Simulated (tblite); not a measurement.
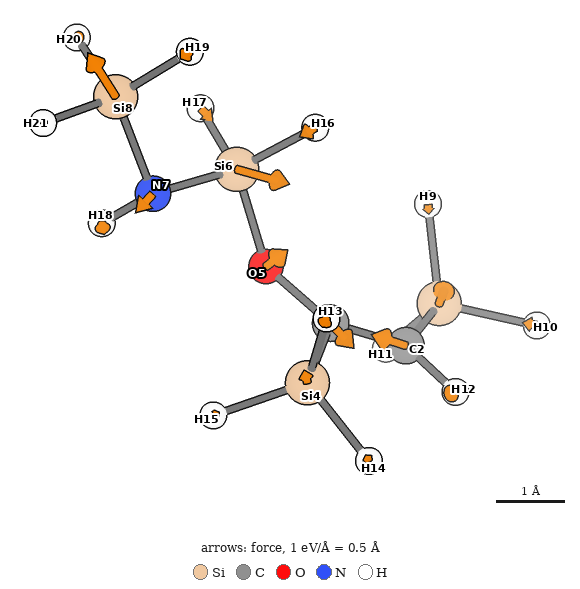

Starting geometry of C₂H₁₃NOSi₄ with the computed forces as orange arrows. A ball-and-stick model, seen from a free direction.

These are results of GFN2-xTB geometry optimisation, gas phase (tblite 0.8.0), not measurements. 

**What follows when this structure is relaxed?**

It isn't relaxed: the largest force vector, on a Si atom, is 2.05 eV/Å. The final displacements have little in common with the starting forces (cosine between the two patterns 0.19). The largest moves after the best rigid fit, 0.59 Å, are those of H atoms. By element the largest moves are H 0.59 Å, O 0.44 Å, Si 0.29 Å, N 0.27 Å, C 0.18 Å. Some distances before and after: Si–Si 2.772 → 3.111 Å, O–Si 1.660 → 1.616 Å, C–Si 1.837 → 1.878 Å, N–Si 1.697 → 1.730 Å. Among the angles between lasting bonds that change: Si–N–Si 109.5° → 128.0°, C–O–Si 122.2° → 134.7°, Si–C–H 111.3° → 121.9°. Groups turn about O–Si by about 25°, C–O by about 25°. The energy falls by 0.648 eV in 157 geometry steps. The run took 3 s on 1 thread of Arm Neoverse N1, with other jobs on the host.
